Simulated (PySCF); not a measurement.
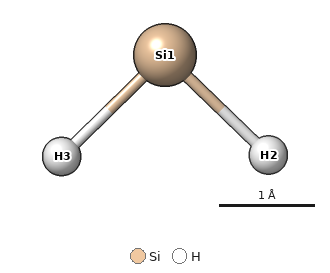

The structure as given in the input (ball-and-stick view, seen on its broad side; atoms are numbered from 1 in the order of the input). Bond lengths as drawn: H–Si 1.53 Å.

**Run report: SiH2, property calculation**

System: SiH2.
Method: PBE0/def2-SVP, RKS (PySCF 2.14.0).

The geometry comes from this level: PBE0-D4/def2-TZVP.

Output:
```
converged SCF energy = -290.385207626166
E = -290.3852076262 Eh
Dipole moment(X, Y, Z, Debye):  0.26746, -0.25508,  0.11631
 ** Mulliken pop  **
pop of  0 Si 1s           1.99953
pop of  0 Si 2s           1.98788
pop of  0 Si 3s           1.29163
pop of  0 Si 4s           0.53799
pop of  0 Si 2px          1.97559
pop of  0 Si 2py          1.97725
pop of  0 Si 2pz          1.97029
pop of  0 Si 3px          0.38910
pop of  0 Si 3py          0.47025
pop of  0 Si 3pz          0.13624
pop of  0 Si 4px          0.40886
pop of  0 Si 4py          0.47642
pop of  0 Si 4pz          0.10850
pop of  0 Si 3dxy         0.00236
pop of  0 Si 3dyz         0.00014
pop of  0 Si 3dz^2        0.01003
pop of  0 Si 3dxz         0.02041
pop of  0 Si 3dx2-y2      0.04675
pop of  1 H 1s            0.72254
pop of  1 H 2s            0.36334
pop of  1 H 2px           0.00579
pop of  1 H 2py           0.00202
pop of  1 H 2pz           0.00171
pop of  2 H 1s            0.72253
pop of  2 H 2s            0.36335
pop of  2 H 2px           0.00173
pop of  2 H 2py           0.00730
pop of  2 H 2pz           0.00048
 ** Mulliken atomic charges  **
charge of    0Si =      0.19078
charge of    1H =     -0.09539
charge of    2H =     -0.09539
Traceless quadrupole moment (Debye*A):

IAO charges [ 0.2302 -0.1151 -0.1151]
```

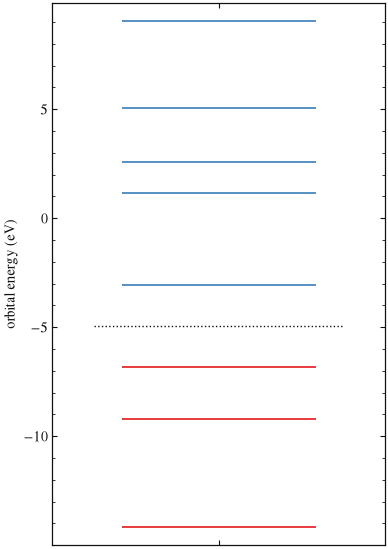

Orbital energies near the frontier; the dotted line parts filled from empty levels, and levels within 0.02 eV of each other stand side by side. Highest filled −6.82 eV, lowest empty −3.07 eV, 3.75 eV apart.

The run was set up as follows.

The input (run.py):
```python
import numpy
from pyscf import gto, scf, dft, lo

mol = gto.Mole()
mol.atom = [
    ('Si', (-0.491200, 0.468600, -0.213600)),
    ('H', (0.840300, 0.578600, 0.522500)),
    ('H', (-0.349100, -1.047200, -0.308900)),
]
mol.max_memory = 1860
mol.basis = 'def2-svp'
mol.verbose = 3
mol.build()

mf = dft.RKS(mol)
mf.xc = 'pbe0'
mf.grids.level = 7
mf.conv_tol = 1e-10
mf.kernel()
if not mf.converged:
    mf = mf.newton().run(mf.mo_coeff, mf.mo_occ)

e_final = mf.e_tot
print('E = %.10f Eh' % e_final)
dip = mf.dip_moment()
pop, q = mf.mulliken_pop()
quad = mf.quad_moment()
occ = mf.mo_coeff[:, mf.mo_occ > 0]
iaos = lo.vec_lowdin(lo.iao.iao(mol, occ), mf.get_ovlp())
c = iaos.T @ mf.get_ovlp() @ occ
pop_iao, q_iao = scf.hf.mulliken_pop(lo.iao.reference_mol(mol), (c * mf.mo_occ[mf.mo_occ > 0]) @ c.T, numpy.eye(c.shape[0]), verbose=0)
print('IAO charges', numpy.round(q_iao, 4))
```

Launched with:
```bash
OMP_NUM_THREADS=1 python run.py
```

Key numbers:

| quantity | value |
| --- | --- |
| outcome | converged |
| total energy | −290.385208 hartree |
| basis functions | 28 |
| HOMO | −6.82 eV |
| LUMO | −3.07 eV |
| dipole moment | 0.39 D |
| hardware | 1 thread of Arm Neoverse V1, 24 GiB of memory available, shared host |
| wall time | 2.7 s |
| peak memory | 0.21 GiB |
